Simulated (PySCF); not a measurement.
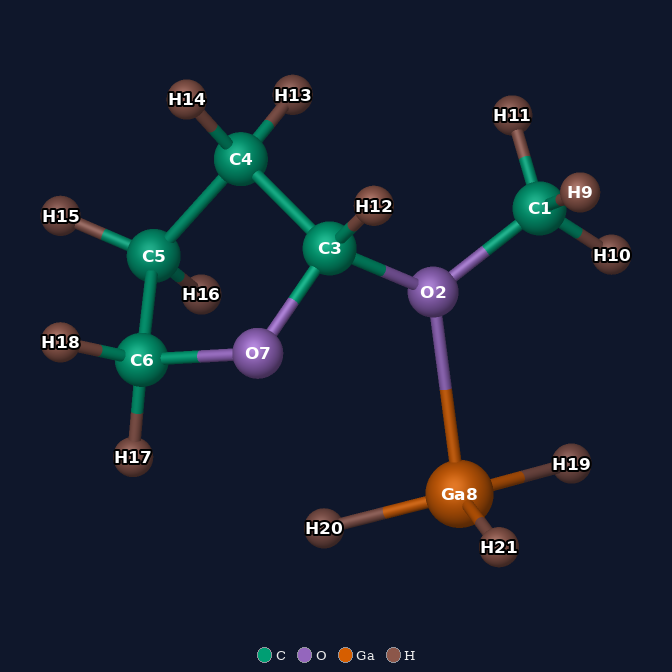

The computed structure is the end point of a PBE0-D3(BJ)/def2-SVP optimisation. No frequency run is at hand to confirm it as a minimum. Properties computed with delta-SCF UKS SCAN, pcX-2 on the ionised atom, pcseg-1 elsewhere, spin-free X2C (PySCF 2.14.0).

Give the core-electron binding energies (to vacuum) of C1 1s, O2 1s, C3 1s, C4 1s, C5 1s, C6 1s, O7 1s.

| atom | level | binding energy (eV) |
| --- | --- | --- |
| C1 | 1s | 292.7 |
| O2 | 1s | 539.2 |
| C3 | 1s | 294.0 |
| C4 | 1s | 291.3 |
| C5 | 1s | 291.1 |
| C6 | 1s | 292.2 |
| O7 | 1s | 538.8 |
